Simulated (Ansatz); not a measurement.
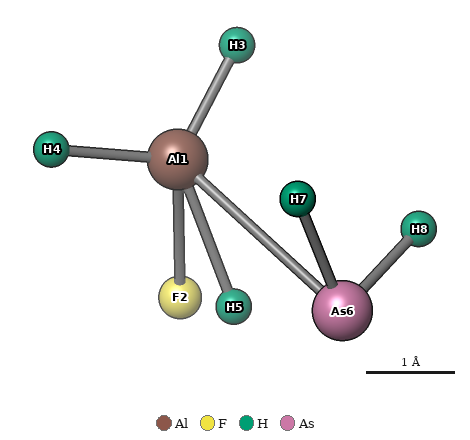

The starting structure (ball-and-stick view, seen at a tilt; atoms are numbered from 1 in the order of the input). Sticks mark near contacts. Bond lengths as drawn: Al–As 2.80 Å, Al–F 2.11 Å, Al–H 1.54 to 1.83 Å and As–H 1.52 to 1.55 Å.

## Geometry relaxation of AlAsH5F (part 1 of 2)

- system: AlAsH5F
- method: UKS PBE0-D4/def2-SVP (Ansatz 0.2.0)

The input holds or restrains some coordinates. It belongs to a series of runs on one base structure; here: pulled along the bonds that form and break, towards end B. Figures and captions count atoms from 1; the log counts them from 0 in places.

Output:
```
The last accepted step is kept in [file] (removed where the run ends without a failure and the disk answers)
Engine: ansatz 0.2.0, aarch64-unknown-linux-gnu
Functional definition: PBE0
  parameter a = 0.25
  parameter kappa = 0.804
  parameter beta = 0.06672455060314922
  exchange = (1 - a)*pbe_x(kappa = kappa, mu = beta*pi^2/3) + a*exact_x
  correlation = pbe_c(beta = beta)
925 factors; integrals over basis functions are off by at most 3.2e-4 eV
mean field evaluation 1: about -70209.3836 eV, gradient 2.1e1 eV
mean field evaluation 2: about -70205.8365 eV, gradient 4.0e1 eV
mean field evaluation 4: about -70210.9536 eV, gradient 6.1e-1 eV
mean field evaluation 8: about -70210.9655 eV, gradient 4.6e-3 eV
mean field -70210.96553725 eV, -2580.2053927922 hartree, gradient 2.6e-5 eV, S^2 0.000000; 0 other end points of the search recorded, 0 dependent functions left out
the calculation of the forces begins
reference -70210.96556572 eV, -2580.2053938384 hartree; 30, 30 occupied and 59, 59 virtual orbitals, 925 factors
relax step   1: F+E_penalty+E_count = -70211.08606641 eV  Δ(F+E_penalty+E_count) = +0.000e0 eV  max|allowed force component| = 1.854e0 eV/Å  E_restraint = 28.37817623 eV  max|allowed force component, restraints' pulls added| = 2.671e1 eV/Å  Δτ_max = 0.0000 Å  (26 SCF iters, accepted)
  distance Al 0 - As 5 = 2.8044 Å
  distance H 4 - F 1 = 1.2140 Å
  distance Al 0 - F 1 = 2.1099 Å
  distance H 4 - As 5 = 1.9780 Å
these checks for a lower state are left out or cut short: starts, cluster_reference, orbital_swaps, neighbouring_geometries, increment
925 factors; integrals over basis functions are off by at most 3.5e-4 eV
mean field evaluation 16: about -70210.6389 eV, gradient 4.8e-3 eV
mean field -70210.64689702 eV, -2580.1936829799 hartree, gradient 5.3e-6 eV, S^2 0.000000; 0 other end points of the search recorded, 0 dependent functions left out
[... from here on the field's lines of each further geometry are left out, up to the last ...]
relax step   2: F+E_penalty+E_count = -70210.76497214 eV  Δ(F+E_penalty+E_count) = +3.211e-1 eV  max|allowed force component| = 1.954e0 eV/Å  E_restraint = 13.87944768 eV  max|allowed force component, restraints' pulls added| = 1.733e1 eV/Å  Δτ_max = 0.1948 Å  (35 SCF iters, accepted)
relax step   3: F+E_penalty+E_count = -70210.72159992 eV  Δ(F+E_penalty+E_count) = +4.337e-2 eV  max|allowed force component| = 1.951e0 eV/Å  E_restraint = 4.88605627 eV  max|allowed force component, restraints' pulls added| = 8.034e0 eV/Å  Δτ_max = 0.1946 Å  (30 SCF iters, accepted)
relax step   4: F+E_penalty+E_count = -70210.60522504 eV  Δ(F+E_penalty+E_count) = +1.164e-1 eV  max|allowed force component| = 2.306e0 eV/Å  E_restraint = 0.65445009 eV  max|allowed force component, restraints' pulls added| = 4.365e0 eV/Å  Δτ_max = 0.1942 Å  (29 SCF iters, accepted)
relax step   5: F+E_penalty+E_count = -70210.97330818 eV  Δ(F+E_penalty+E_count) = -3.681e-1 eV  max|allowed force component| = 1.934e0 eV/Å  E_restraint = 0.03050811 eV  max|allowed force component, restraints' pulls added| = 1.616e0 eV/Å  Δτ_max = 0.1944 Å  (30 SCF iters, accepted)
relax step   6: F+E_penalty+E_count = -70211.21433733 eV  Δ(F+E_penalty+E_count) = -2.410e-1 eV  max|allowed force component| = 1.111e0 eV/Å  E_restraint = 0.02130809 eV  max|allowed force component, restraints' pulls added| = 6.362e-1 eV/Å  Δτ_max = 0.2000 Å  (30 SCF iters, accepted)
relax step   7: F+E_penalty+E_count = -70211.31880836 eV  Δ(F+E_penalty+E_count) = -1.045e-1 eV  max|allowed force component| = 1.181e0 eV/Å  E_restraint = 0.08645777 eV  max|allowed force component, restraints' pulls added| = 3.149e0 eV/Å  Δτ_max = 0.1964 Å  (30 SCF iters, accepted)
relax step   8: F+E_penalty+E_count = -70211.40312259 eV  Δ(F+E_penalty+E_count) = -8.431e-2 eV  max|allowed force component| = 4.479e-1 eV/Å  E_restraint = 0.02751831 eV  max|allowed force component, restraints' pulls added| = 8.748e-1 eV/Å  Δτ_max = 0.1997 Å  (29 SCF iters, accepted)
relax step   9: F+E_penalty+E_count = -70211.45097507 eV  Δ(F+E_penalty+E_count) = -4.785e-2 eV  max|allowed force component| = 6.633e-1 eV/Å  E_restraint = 0.02142929 eV  max|allowed force component, restraints' pulls added| = 3.985e-1 eV/Å  Δτ_max = 0.2000 Å  (29 SCF iters, accepted)
relax step  10: F+E_penalty+E_count = -70211.47351744 eV  Δ(F+E_penalty+E_count) = -2.254e-2 eV  max|allowed force component| = 7.866e-1 eV/Å  E_restraint = 0.01946726 eV  max|allowed force component, restraints' pulls added| = 5.088e-1 eV/Å  Δτ_max = 0.1726 Å  (27 SCF iters, accepted)
relax step  11: F+E_penalty+E_count = -70211.46717233 eV  Δ(F+E_penalty+E_count) = +6.345e-3 eV  max|allowed force component| = 8.004e-1 eV/Å  E_restraint = 0.02329471 eV  max|allowed force component, restraints' pulls added| = 5.481e-1 eV/Å  Δτ_max = 0.1797 Å  (29 SCF iters, rejected (line search))
relax step  12: F+E_penalty+E_count = -70211.50196677 eV  Δ(F+E_penalty+E_count) = -2.845e-2 eV  max|allowed force component| = 7.890e-1 eV/Å  E_restraint = 0.01989365 eV  max|allowed force component, restraints' pulls added| = 2.901e-1 eV/Å  Δτ_max = 0.0899 Å  (25 SCF iters, accepted)
relax step  13: F+E_penalty+E_count = -70211.51577669 eV  Δ(F+E_penalty+E_count) = -1.381e-2 eV  max|allowed force component| = 8.750e-1 eV/Å  E_restraint = 0.01933609 eV  max|allowed force component, restraints' pulls added| = 1.070e-1 eV/Å  Δτ_max = 0.1000 Å  (27 SCF iters, accepted)
relax step  14: F+E_penalty+E_count = -70211.51463357 eV  Δ(F+E_penalty+E_count) = +1.143e-3 eV  max|allowed force component| = 9.837e-1 eV/Å  E_restraint = 0.06752917 eV  max|allowed force component, restraints' pulls added| = 2.972e0 eV/Å  Δτ_max = 0.1463 Å  (29 SCF iters, rejected (line search))
relax step  15: F+E_penalty+E_count = -70211.52423729 eV  Δ(F+E_penalty+E_count) = -8.461e-3 eV  max|allowed force component| = 4.462e-1 eV/Å  E_restraint = 0.02657030 eV  max|allowed force component, restraints' pulls added| = 7.624e-1 eV/Å  Δτ_max = 0.0698 Å  (27 SCF iters, accepted)
the calculation of the forces begins
reference -70211.41101199 eV, -2580.2217636869 hartree; 30, 30 occupied and 59, 59 virtual orbitals, 925 factors
relax step  16: F+E_penalty+E_count = -70211.52225751 eV  Δ(F+E_penalty+E_count) = +1.980e-3 eV  max|allowed force component| = 9.477e-1 eV/Å  E_restraint = 0.01823596 eV  max|allowed force component, restraints' pulls added| = 3.858e-2 eV/Å  Δτ_max = 0.0750 Å  (25 SCF iters, accepted)
  distance Al 0 - As 5 = 2.4096 Å
  distance H 4 - F 1 = 0.9123 Å
  distance Al 0 - F 1 = 3.0711 Å
  distance H 4 - As 5 = 2.7980 Å
925 factors; integrals over basis functions are off by at most 4.8e-4 eV
mean field evaluation 128: about -70211.4110 eV, gradient 1.6e-4 eV
```

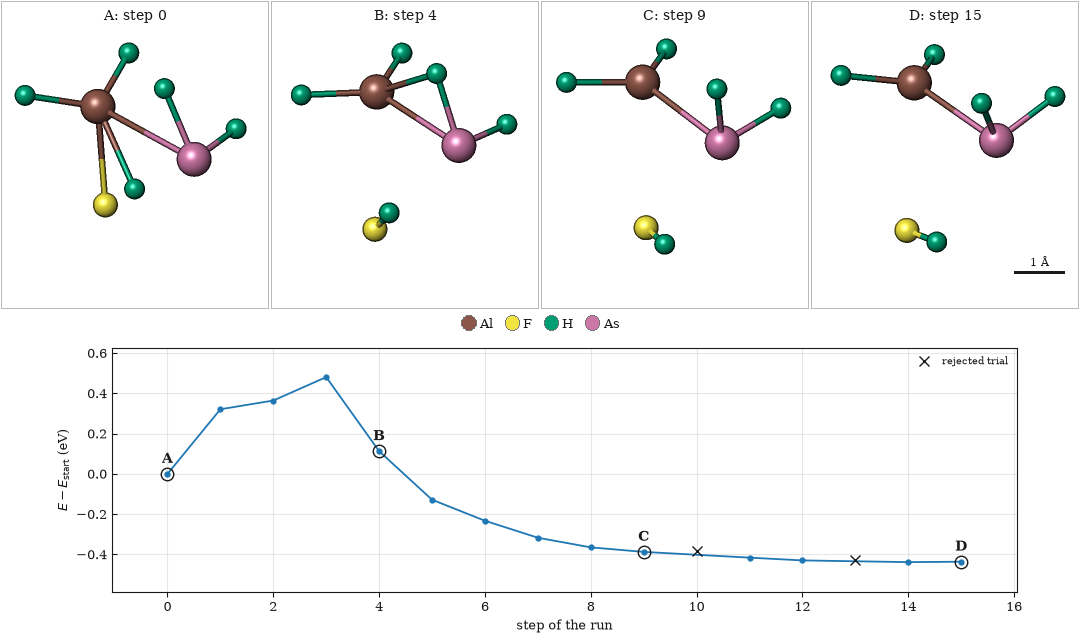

Frames of the restrained relaxation (ball-and-stick view, seen at a tilt) above the curves, on which the letters mark them (the first geometry is step 0 here and step 1 in the log).

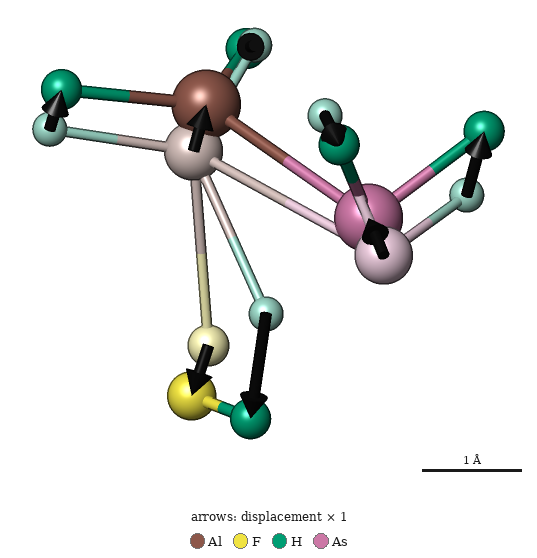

Start (faint) and end (solid) with the displacements as black arrows, at true length (ball-and-stick view, seen at a tilt). The two geometries are laid on each other by the best rigid fit. Over 15 geometry steps the energy falls by 0.436 eV. The largest force component goes from 1.9 to 0.95 eV/Å. The line search rejected the trial steps at points 10, 13 (counted from 0) and went back. The atom that moves furthest after the best rigid fit is H5 (1.15 Å). By element the largest moves are H 1.15 Å, As 0.55 Å, F 0.54 Å, Al 0.49 Å. Among the contacts that change: Al1–H5 1.829 → 3.224 Å, Al1–F2 2.110 → 3.071 Å, Al1–As6 2.804 → 2.410 Å, F2–H5 1.214 → 0.912 Å. New bonds form: F2–H5 (1.21 → 0.91 Å). Among the angles that change: Al1–As6–H7 58.3° → 95.8°, Al1–As6–H8 77.1° → 96.0°, H7–As6–H8 86.8° → 95.4°. (Atoms are counted from 1 in the order of the input.)

```
mean field -70211.41098418 eV, -2580.2217626649 hartree, gradient 6.5e-5 eV, S^2 0.000000; 1 other end points of the search recorded, 0 dependent functions left out
the calculation of the forces begins
reference -70211.41101199 eV, -2580.2217636869 hartree; 30, 30 occupied and 59, 59 virtual orbitals, 925 factors
Total energy: -70211.52228532 eV, -2580.2258529063 hartree
Atom 0 at     0.585274     0.309901    -0.964299 Å, force    -0.170386    -0.121888    -0.272382 eV/Å
Atom 1 at    -2.081639    -1.190407    -0.702857 Å, force     0.236448     0.002797    -0.947676 eV/Å
Atom 2 at     1.380701    -0.859627    -1.687715 Å, force    -0.008327     0.007818     0.008203 eV/Å
Atom 3 at     0.056018     1.590305    -1.741957 Å, force     0.001800    -0.004043     0.005186 eV/Å
Atom 4 at    -2.092464    -1.057356     0.199576 Å, force     0.034851     0.154753     0.944576 eV/Å
Atom 5 at     0.130049     0.149509     1.396476 Å, force    -0.095939    -0.045396     0.258911 eV/Å
Atom 6 at     0.572803     1.562949     1.733706 Å, force    -0.004070    -0.003445     0.002076 eV/Å
Atom 7 at     1.449159    -0.505474     1.767169 Å, force     0.005623     0.009404     0.001106 eV/Å
Dipole moment:     0.091601     0.079653     0.252851 e Å
```

Trajectory as extended XYZ (Å, eV, eV/Å), 16 frames, from step=1 to step=16:
```
8
Properties=species:S:1:pos:R:3:forces:R:3 step=1 energy=-70211.08607
Al    0.1006    0.1777   -0.9516   -0.9758  -0.8286   0.1397
F    -1.5727   -1.0766   -0.6716    1.8537   1.5718   0.3648
H     1.3919   -0.5652   -1.3586    0.4206  -0.4776   0.1583
H    -0.3404    1.3634   -1.8371   -0.3644   0.5713   0.0066
H    -1.1029   -0.4660    0.2666   -0.9121  -0.6441   0.6412
As   -0.1577    0.2728    1.8393   -0.0740  -0.1778  -1.6795
H     0.8605    1.1657    1.0853   -0.0678   0.1559   0.1234
H     0.8206   -0.8720    1.6278    0.1197  -0.1709   0.2455
8
Properties=species:S:1:pos:R:3:forces:R:3 step=2 energy=-70210.76497
Al    0.2162    0.2794   -0.8670   -0.7381  -0.2305   0.3373
F    -1.6901   -1.1585   -0.6299    1.9544   1.9241   1.1669
H     1.4007   -0.5704   -1.3569    0.5350  -0.4932   0.0897
H    -0.3419    1.3698   -1.8353   -0.2390   0.3999   0.1280
H    -1.2034   -0.5474    0.1209   -1.7638  -1.5747  -0.2929
As   -0.0748    0.3263    1.8568   -1.0826  -0.7489  -1.2950
H     0.8691    1.1749    1.0811    1.0310   0.8431  -0.3236
H     0.8241   -0.8742    1.6303    0.3032  -0.1198   0.1896
8
Properties=species:S:1:pos:R:3:forces:R:3 step=3 energy=-70210.72160
Al    0.3387    0.3901   -0.7714   -0.7842  -0.1141  -0.0080
F    -1.7943   -1.2250   -0.5976    0.7345   0.5673  -0.0310
H     1.4080   -0.5768   -1.3559    0.4287  -0.2839   0.1739
H    -0.3436    1.3723   -1.8314    0.0309   0.1965   0.4416
H    -1.3231   -0.6488    0.0058   -0.9011  -0.5315   0.5664
As   -0.0100    0.3700    1.8465   -1.8688  -1.2423  -0.5138
H     0.8941    1.1927    1.0722    1.9512   1.4311  -0.7542
H     0.8300   -0.8747    1.6319    0.4088  -0.0231   0.1252
```
